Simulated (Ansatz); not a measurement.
**Ligand exchange: CH4 + Bi(CH3)F2 → HF + Bi(CH3)2F**

Species: CH4 (methane) `C`, singlet; Bi(CH3)F2, singlet; HF (hydrogen fluoride), singlet; Bi(CH3)2F, singlet. The partners trade CH3 for F: H–CH3 and Bi–F bonds give way to H–F and Bi–CH3.

Shapes, held fixed at every level: PBE0-D4/def2-TZVP. Programs: Ansatz 0.2.0. The zero-point and thermal change to 298 K, harmonic and unscaled (PBE0-D4/def2-TZVP), is -1.7 kJ/mol.

```
                level                   kind  ΔH(298 K) (kJ/mol)  less CCSD(T)/def2-TZVPP
          HF/def2-SVP           Hartree–Fock               +88.3                    +15.3
        HF/def2-TZVPP           Hartree–Fock               +92.7                    +19.7
     SPW92/def2-TZVPP                    LDA               +83.4                    +10.4
    PBE-D4/def2-TZVPP                    GGA               +91.5                    +18.5
r2SCAN0-D4/def2-TZVPP          global hybrid               +86.0                    +13.0
       MP2/def2-TZVPP    perturbation theory               +69.8                     -3.2
        CCSD/def2-SVP  coupled cluster or CI               +81.3                     +8.3
   CCSD(T)/def2-TZVPP  coupled cluster or CI               +73.0                      0.0
```

The highest level, CCSD(T)/def2-TZVPP, gives ΔH(298 K) = +73.0 kJ/mol; the levels span +69.8 to +92.7. The column of differences is taken from that level and isn't an error. No measured value is set beside it here. For atoms past krypton def2 sets carry core potentials with scalar relativity. Outer-core shells of Bi are correlated in most correlated rows, in sets that cover them unevenly.

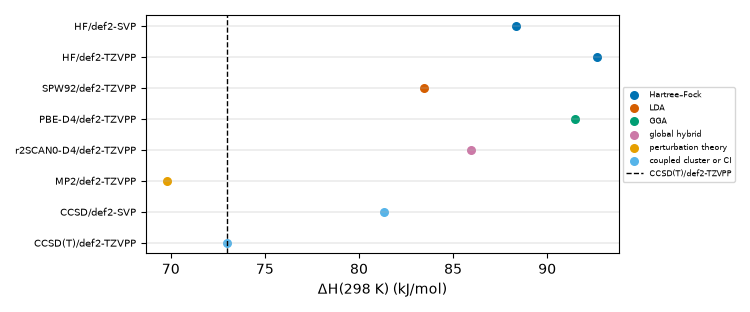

The values of the table, level by level.
